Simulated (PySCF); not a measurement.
System (SMILES): [SiH]F (F-SiH) (closed-shell singlet).
Geometry (B3LYP-D3(BJ)/def2-TZVP, fixed):
```xyz
3

Si    -0.2468    -0.3148     0.4521
H     -0.9813    -1.2112    -0.5591
F      0.4929     0.6243    -0.6411
```
Charge 0, spin multiplicity 1.

Basis-set convergence of the mean static polarisability at PBE0 with PySCF. All functions are spherical. Density fitting with generated auxiliary sets. In sets without p functions on hydrogen, species with hydrogen take exact integrals. No added dispersion term, no relativity. Reference: the value in aug-pcseg-3, 32.97 bohr³, itself unsure by roughly 0.3 % (its mean distance from aug-cc-pV(Q+d)Z, aug-pcseg-2, aug-cc-pV(T+d)Z). Deviations are taken from unrounded values. Cost is core time over that of Sadlej pVTZ, rough, on shared machines of one kind; a dash marks a row that isn't timed (too short, read off another run, short of memory, by another algorithm or on other hardware).

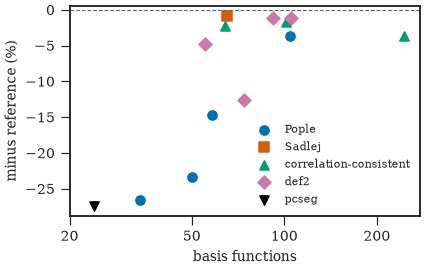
Fig. 1. Deviation from the reference against the number of basis functions, by family of sets.

```tsv
basis	functions	mean static polarisability (bohr³)	minus reference (%)	cost
pcseg-0	24	23.92	-27.5	-
6-31G*	34	24.22	-26.5	-
6-311G**	50	25.25	-23.4	-
def2-SVPD	55	31.39	-4.8	0.7×
6-311+G**	58	28.14	-14.6	0.7×
aug-cc-pV(D+d)Z	64	32.20	-2.3	0.7×
Sadlej pVTZ	65	32.68	-0.9	1×
def2-TZVP	74	28.83	-12.6	1×
def2-TZVPD	92	32.57	-1.2	1×
jun-cc-pV(T+d)Z	101	32.40	-1.7	2×
6-311++G(3df,3pd)	104	31.75	-3.7	2×
def2-TZVPPD	105	32.59	-1.1	2×
cc-pV(5+d)Z	246	31.75	-3.7	10×
```
